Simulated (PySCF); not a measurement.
SMILES [SiH3][SiH2]c1cccs1, singlet at its GFN2-xTB optimised geometry (Å):

```
15

Si    -0.5634     3.0700     2.1340
Si     0.0364     2.2477     0.0556
C     -0.1881     0.3854    -0.0043
C      0.7542    -0.6001     0.0006
C      0.2184    -1.9057     0.0000
C     -1.1387    -1.9057     0.0000
S     -1.7790    -0.3110     0.0000
H     -2.0165     3.1740     2.2946
H     -0.0126     4.4104     2.3525
H     -0.0794     2.2286     3.2335
H     -0.7633     2.8005    -1.0470
H      1.4471     2.4616    -0.2983
H      1.8093    -0.3903    -0.0006
H      0.8156    -2.8005    -0.0017
H     -1.8093    -2.7421    -0.0033
```

Computed with B3LYP/def2-TZVP (PySCF).

Map of the Laplacian of the electron density (e/bohr⁵) on the plane z = 0.8 Å:

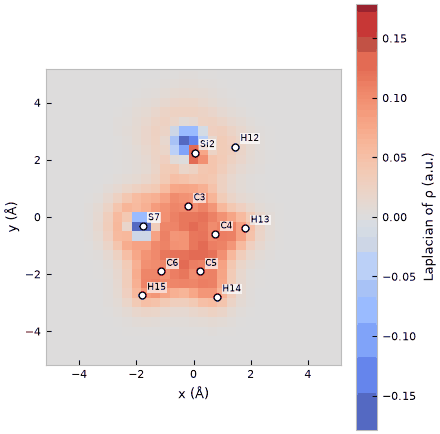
Fig. 1. Laplacian of the electron density (e/bohr⁵) on the plane z = 0.8 Å.
